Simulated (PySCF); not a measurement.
NMR shielding calculation, with input and output: CH$_{4}$B$_{3}$Cl$_{3}$

- system: CH$_{4}$B$_{3}$Cl$_{3}$
- method: GIAO PBE0/6-311+G(2d,p) NMR shielding, non-relativistic, gas phase (PySCF 2.14.0)

The geometry comes from this level: PBE0-D3(BJ)/def2-SVP. Figures and captions count atoms from 1; the log counts them from 0 in places.

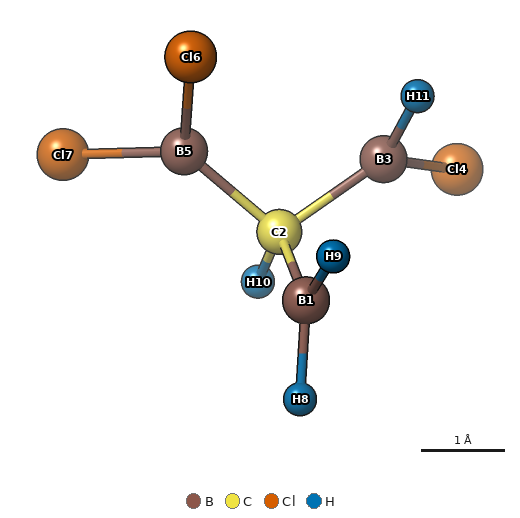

**Figure 1.** The input geometry (ball-and-stick view, seen at a tilt; atoms are numbered from 1 in the order of the input).

### Summary

- outcome: converged
- total energy: −1495.236810 hartree
- HOMO: −8.80 eV
- LUMO: −2.33 eV
- dipole moment: 0.76 D
- isotropic shielding, B: 26.2 to 51.8 ppm
- isotropic shielding, C: 89.4 ppm
- isotropic shielding, Cl: 655.9 to 677.9 ppm
- isotropic shielding, H: 23.7 to 25.5 ppm
- hardware: 1 CPU thread, shared host
- wall time: 52 s
- peak memory: 1.1 GiB

### Input file
```
{"job": {"kind": "nmr", "xc": "PBE0", "basis": "6-311+G(2d,p)", "pop": true}, "charge": 0, "multiplicity": 1}
B     -1.247189    -0.695644    -0.396006
C     -0.009438     0.254964    -0.440537
B      1.208680    -0.700726    -0.242849
Cl     2.449602    -0.771581    -1.475120
B     -0.073392     1.150690     0.840020
Cl    -0.140682     0.518566     2.471906
Cl    -0.075980     2.894964     0.645496
H     -2.026127    -0.679385    -1.318404
H     -1.428378    -1.444869     0.530618
H      0.054140     0.865324    -1.348988
H      1.342286    -1.411730     0.716048
```

The first line tells a small driver script what to run in PySCF; the rest is the geometry in Å.

Launch command:
```bash
OMP_NUM_THREADS=1 python <driver script> task.json out
```

### Log
```
coarse grid: 11696 points
cycle   1  E = -1495.1795229266  dE =  6.401e-01  |g| = 4.025e-01  |ddm| = 3.248e+00
cycle   2  E = -1495.1755630744  dE =  3.960e-03  |g| = 4.176e-01  |ddm| = 9.014e-01
cycle   3  E = -1495.2180044386  dE = -4.244e-02  |g| = 6.742e-02  |ddm| = 3.872e-01
cycle   4  E = -1495.2188422745  dE = -8.378e-04  |g| = 3.886e-02  |ddm| = 1.035e-01
cycle   5  E = -1495.2192405542  dE = -3.983e-04  |g| = 6.965e-03  |ddm| = 3.657e-02
cycle   6  E = -1495.2192530642  dE = -1.251e-05  |g| = 1.693e-03  |ddm| = 1.338e-02
cycle   7  E = -1495.2192537143  dE = -6.501e-07  |g| = 4.491e-04  |ddm| = 3.402e-03
final grid: 101560 points
cycle   8  E = -1495.2368021916  dE = -4.465e-05  |g| = 5.663e-03  |ddm| = 5.303e-02
cycle   9  E = -1495.2367980786  dE =  4.113e-06  |g| = 6.780e-03  |ddm| = 1.233e-02
cycle  10  E = -1495.2368101273  dE = -1.205e-05  |g| = 1.135e-03  |ddm| = 6.977e-03
cycle  11  E = -1495.2368104250  dE = -2.977e-07  |g| = 2.345e-04  |ddm| = 1.434e-03
cycle  12  E = -1495.2368104376  dE = -1.262e-08  |g| = 7.235e-05  |ddm| = 2.878e-04
cycle  13  E = -1495.2368104390  dE = -1.420e-09  |g| = 1.422e-05  |ddm| = 9.205e-05
cycle  14  E = -1495.2368104391  dE = -5.275e-11  |g| = 4.088e-06  |ddm| = 2.808e-05
```

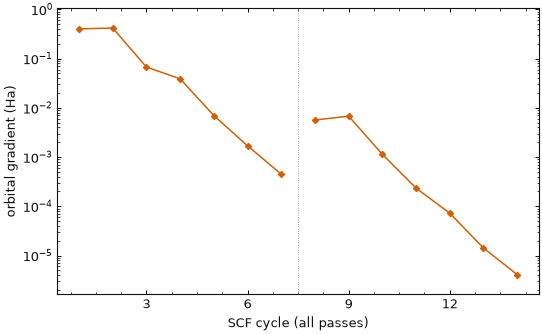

**Figure 2.** Convergence of the self-consistent field: orbital gradient against the SCF cycle. The dotted line marks the change from a coarse to the final integration grid. The first 7 cycles use a coarse grid, the final grid takes over at cycle 8, and the field converges after 14 cycles in all.

```
converged SCF energy = -1495.2368104391

GIAO shielding tensors (ppm)
atom      isotropic    diamagn.    paramagn.     s11        s22        s33       span
  0 B       26.204     193.855    -167.651    -28.240    -19.103    125.955    154.195
  1 C       89.392     244.544    -155.152     -3.059    117.447    153.788    156.847
  2 B       39.494     194.691    -155.197     -5.054     21.810    101.726    106.779
  3 Cl     655.942    1147.953    -492.011    352.200    645.069    970.556    618.356
  4 B       51.835     186.848    -135.013     25.986     44.598     84.923     58.936
  5 Cl     677.906    1147.410    -469.505    415.950    729.205    888.562    472.612
  6 Cl     657.352    1148.929    -491.577    403.704    774.575    793.777    390.073
  7 H       24.167      29.127      -4.961     18.948     26.453     27.099      8.151
  8 H       23.683      28.977      -5.295     16.492     25.721     28.835     12.343
  9 H       25.494      28.452      -2.958     20.928     26.121     29.432      8.504
 10 H       24.312      28.871      -4.558     20.994     23.243     28.699      7.705
```

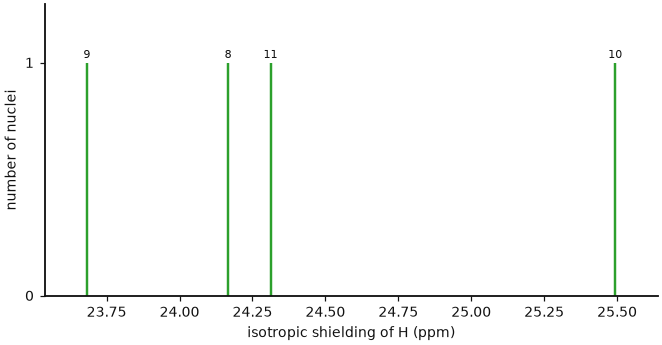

**Figure 3.** Isotropic shieldings of the hydrogen nuclei in this fixed geometry, labelled by atom number; shielding grows to the right, so chemical shift grows to the left. The least shielded is H9 (23.7 ppm), the most shielded H10 (25.5 ppm).

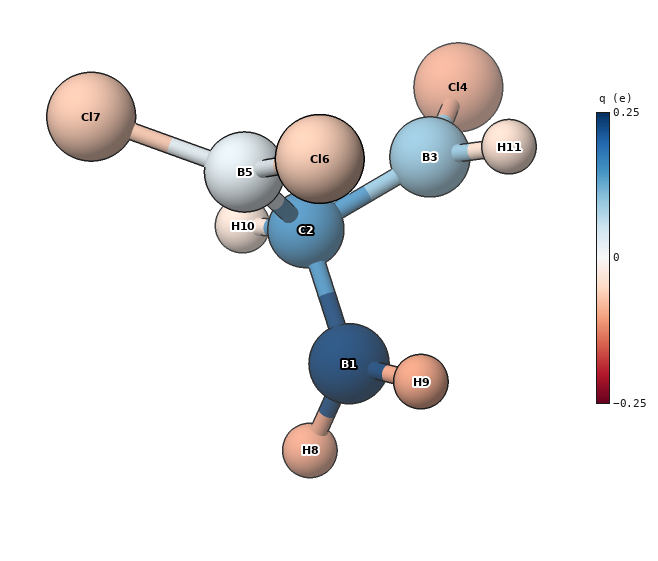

**Figure 4.** ESP-fitted charges, as the colour of each atom (ball-and-stick view, seen at a tilt; atoms are numbered from 1 in the order of the input). By element: B +0.03 to +0.24, C +0.16, Cl −0.11 to −0.06 and H −0.11 to −0.04 e.
